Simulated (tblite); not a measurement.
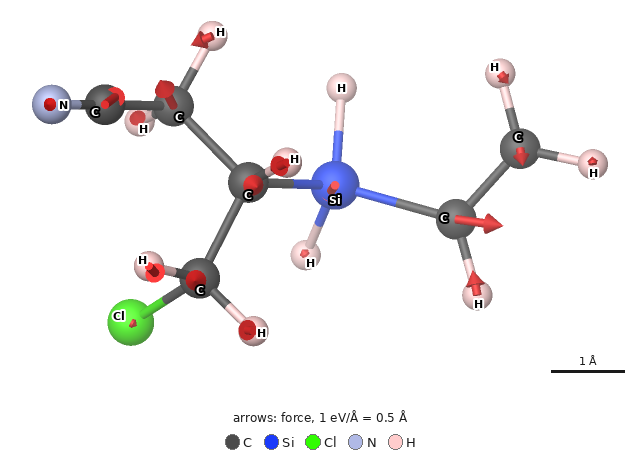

Starting geometry of C6H10ClNSi with the computed forces as red arrows. A ball-and-stick model, seen at a tilt.

Method: tblite, GFN2-xTB geometry optimisation, gas phase. 

Is this structure relaxed? If not, where do the atoms go?

Answer. It isn't relaxed: the largest force vector, on a C atom, is 2.00 eV/Å. The final displacements have little in common with the starting forces (cosine between the two patterns 0.06). The largest move after the best rigid fit is that of an H atom, 1.17 Å. Largest moves by element: H 1.17 Å, Cl 1.16 Å, C 0.67 Å, Si 0.56 Å, N 0.47 Å. Near-neighbour distances that change, for instance: Cl–Si 3.422 → 3.230 Å, C–Si 1.861 → 1.924 Å, C–Si 1.828 → 1.878 Å, C–H 1.133 → 1.092 Å. Among the angles between lasting bonds that change: C–C–Si 117.7° → 124.4°, Cl–C–H 113.4° → 106.6°, C–C–H 106.6° → 112.1°. Groups turn about C–Si by about 45°, C–Si by about 30°. The energy falls by 43.0 kJ/mol in 172 geometry steps. Cost: 2.9 s on 1 thread of Arm Neoverse N1 (shared host).
